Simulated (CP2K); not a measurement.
# Two attempts at SiS (SMILES [Si-]#[S+])

Wanted: energy and gradient of SiS, IPEA1-xTB.

The results are computed with CP2K 2026.2.

4 further runs of the same task are left out: 1 that didn't finish, 3 set aside as unsound or not needed.

## Step 1: Starting point

The species is SiS (2 atoms), meant as a singlet with charge 0. SMILES: `[Si-]#[S+]`. The bond length is the measured one.

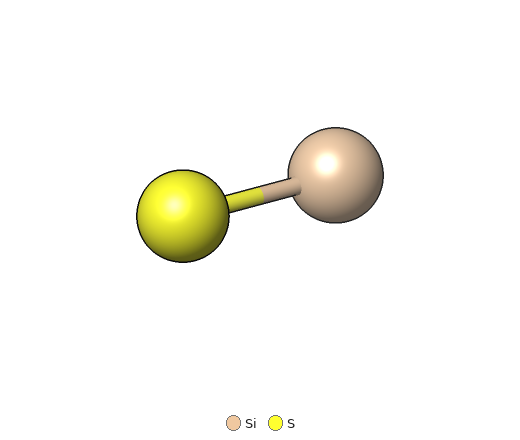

The structure, seen from a chosen angle (silicon light orange, sulfur yellow).

## Step 2: First attempt

Input file molecule.xyz:

```xyz
2

Si     0.000000     0.000000     0.000000
S      0.000000     0.000000     1.929321
```

Input file qs.inp:

```
&force_eval
   method QS
   &dft
      charge 1
      # Quickstep
      &qs
         method XTB
         eps_default 1.0E-10
         &xtb
            gfn_type TBLITE
            &tblite
               method IPEA1
            &end tblite
            check_atomic_charges F
         &end xtb
      &end qs
      # no periodic images
      &poisson
         periodic NONE
         poisson_solver ANALYTIC
      &end poisson
      &scf
         scf_guess ATOMIC
         eps_scf 1.0E-07
         max_scf 150
         added_mos 8
         &diagonalization
            algorithm STANDARD
         &end diagonalization
         &mixing
            method DIRECT_P_MIXING
            alpha 0.4
         &end mixing
         &smear ON
            method FERMI_DIRAC
            electronic_temperature [K] 300
         &end smear
      &end scf
      &print
         &moments
            periodic F
            reference COM
            max_moment 1
         &end moments
         &mo ON
            energies T
            occupation_numbers T
            ndigits 6
            &each
               qs_scf 0
            &end each
            add_last NUMERIC
         &end mo
         &hirshfeld OFF
         &end hirshfeld
      &end print
   &end dft
   &subsys
      # vacuum box
      &cell
         abc 16 16 17.9
         periodic NONE
      &end cell
      &topology
         coord_file_name molecule.xyz
         coord_file_format XYZ
         &center_coordinates
         &end center_coordinates
      &end topology
   &end subsys
   # extra output
   &print
      &forces ON
      &end forces
   &end print
&end force_eval

&global
   project_name qs
   run_type ENERGY_FORCE
   print_level MEDIUM
&end global
```

The run is started by

```console
$ OMP_NUM_THREADS=1 cp2k.psmp -i qs.inp > qs.out 2>&1
```

What it wrote:

```text
CP2K| version string:                                       CP2K version 2026.2
[...]
 GLOBAL| Method name                                                        CP2K
[...]
 GLOBAL| Run type                                                   ENERGY_FORCE
[...]
                             - Atoms:                                          2
[...]
                             - Spherical basis functions:                     18
[...]
 Number of electrons:                                                          9
[...]
  *** SCF run converged in    16 steps ***
[...]
  Fermi energy:                                                -0.62392831323293
[...]
 TB_DIPOLE| Moment [Debye]          0.00000000       0.00000000      -3.05047566
 TB_DIPOLE| Derivative [a.u.]       0.00000000       0.00000000       0.00000000
[...]
 ENERGY| Total FORCE_EVAL ( QS ) energy [hartree]             -5.097852728992604
 FORCES| Atomic forces [hartree/bohr]
 FORCES|   Atom     x               y               z               |f|
 FORCES|      1  2.26811904E-16  2.66643790E-16 -2.13549188E-02   2.13549188E-02
 FORCES|      2 -2.26811904E-16 -2.66643790E-16  2.13549188E-02   2.13549188E-02
 FORCES| Sum     0.00000000E+00  0.00000000E+00  0.00000000E+00
 FORCES| Total atomic force                                       0.00000000E+00
[...]
```

It took 0.4 s on 1 thread of Arm Neoverse N1, shared host; peak memory 0.14 GiB.

## Step 3: Diagnosis

It ran to the end. The result can't be trusted all the same.

Cause: the electron count doesn't fit the spin or reference typed: an even count needs an odd multiplicity, an odd count an even one. To mend it: charge 0 in place of 1. That is the species meant; for the charge typed, the multiplicity would have to change.

## Step 4: The mended input

molecule.xyz is that of step 2.

Input file run.inp:

```
&GLOBAL
  PROJECT run
  RUN_TYPE ENERGY_FORCE
  PRINT_LEVEL MEDIUM
&END GLOBAL

&FORCE_EVAL
  METHOD QUICKSTEP
  &DFT
    ! Quickstep
    &QS
      METHOD XTB
      EPS_DEFAULT 1.0E-10
      &XTB
        GFN_TYPE TBLITE
        &TBLITE
          METHOD IPEA1
        &END TBLITE
        CHECK_ATOMIC_CHARGES F
      &END XTB
    &END QS
    &POISSON
      PERIODIC NONE
      POISSON_SOLVER ANALYTIC
    &END POISSON
    ! SCF settings
    &SCF
      SCF_GUESS ATOMIC
      EPS_SCF 1.0E-07
      MAX_SCF 150
      ADDED_MOS 8
      &DIAGONALIZATION
        ALGORITHM STANDARD
      &END DIAGONALIZATION
      &MIXING
        METHOD DIRECT_P_MIXING
        ALPHA 0.4
      &END MIXING
      &SMEAR ON
        METHOD FERMI_DIRAC
        ELECTRONIC_TEMPERATURE [K] 300
      &END SMEAR
    &END SCF
    &PRINT
      &MOMENTS
        PERIODIC F
        REFERENCE COM
        MAX_MOMENT 1
      &END MOMENTS
      &MO ON
        ENERGIES T
        OCCUPATION_NUMBERS T
        NDIGITS 6
        &EACH
          QS_SCF 0
        &END EACH
        ADD_LAST NUMERIC
      &END MO
      &HIRSHFELD OFF
      &END HIRSHFELD
    &END PRINT
  &END DFT
  ! atoms, cell and kinds
  &SUBSYS
    ! vacuum box
    &CELL
      ABC 16 16 17.9
      PERIODIC NONE
    &END CELL
    &TOPOLOGY
      COORD_FILE_NAME molecule.xyz
      COORD_FILE_FORMAT XYZ
      &CENTER_COORDINATES
      &END CENTER_COORDINATES
    &END TOPOLOGY
  &END SUBSYS
  ! extra output
  &PRINT
    &FORCES ON
    &END FORCES
  &END PRINT
&END FORCE_EVAL
```

The run is started by

```console
$ OMP_NUM_THREADS=1 cp2k.psmp -i run.inp > run.out 2>&1
```

What it wrote:

```text
CP2K| version string:                                       CP2K version 2026.2
[...]
 GLOBAL| Method name                                                        CP2K
[...]
 GLOBAL| Run type                                                   ENERGY_FORCE
[...]
                             - Atoms:                                          2
[...]
                             - Spherical basis functions:                     18
[...]
 Number of electrons:                                                         10
[...]
  *** SCF run converged in    14 steps ***
[...]
  Fermi energy:                                                -0.29909658498464
[...]
 TB_DIPOLE| Moment [Debye]          0.00000000       0.00000000      -2.69865414
 TB_DIPOLE| Derivative [a.u.]       0.00000000       0.00000000       0.00000000
[...]
 ENERGY| Total FORCE_EVAL ( QS ) energy [hartree]             -5.594590494542268
 FORCES| Atomic forces [hartree/bohr]
 FORCES|   Atom     x               y               z               |f|
 FORCES|      1  2.63047095E-16  2.28973965E-16 -2.98527842E-02   2.98527842E-02
 FORCES|      2 -2.63047095E-16 -2.28973965E-16  2.98527842E-02   2.98527842E-02
 FORCES| Sum     0.00000000E+00  0.00000000E+00  0.00000000E+00
 FORCES| Total atomic force                                       0.00000000E+00
[...]
```

It took 0.4 s on 1 thread of Arm Neoverse N1, shared host; peak memory 0.14 GiB.

## Step 5: Summary of results

Level: IPEA1-xTB.

| quantity | value |
| --- | --- |
| total energy | -5.59459 Eh |
| dipole moment (from atomic charges alone) | 2.70 D |
| HOMO energy | -10.39 eV |
| LUMO energy | -7.21 eV |
| HOMO–LUMO gap | 3.18 eV |
| largest force on an atom | 1.535 eV/Å |

What this shows: The dipole comes from point charges on the atoms alone, without atomic dipoles, so it is partial. The largest force is 1.54 eV/Å: the shape isn't a stationary point for this species at this level.
